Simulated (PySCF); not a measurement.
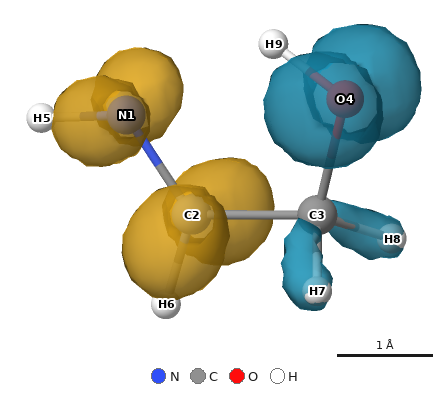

Figure 1: C$_{2}$H$_{5}$NO, SMILES `N=CCO`. Unrelaxed difference density of S₂ less the ground state (full linear response singlet states), ±0.08 e/Å³; yellow: gain, teal: loss.

Computed with PySCF, CAM-B3LYP/def2-SVPD, geometry: GFN2-xTB. No frequency check shows the geometry to be a minimum.

Question: How does the charge move on excitation?

Answer: 0.87 e is displaced in all, of which about 0.8 e passes between atoms: O4 (0.63 e) and C3 (0.06 e) lose electrons and C2 (0.38 e) and N1 (0.30 e) gain them. The state: 6.71 eV (185 nm), f = 0.053, n → π*, charge transfer; the leading pair carries 99 %; hole on O4 (64 %), C3 (13 %) and H7 and H8 (7 % each), electron on C2 (40 %), N1 (33 %) and C3 (7 %); their centroids lie 2.0 Å apart.
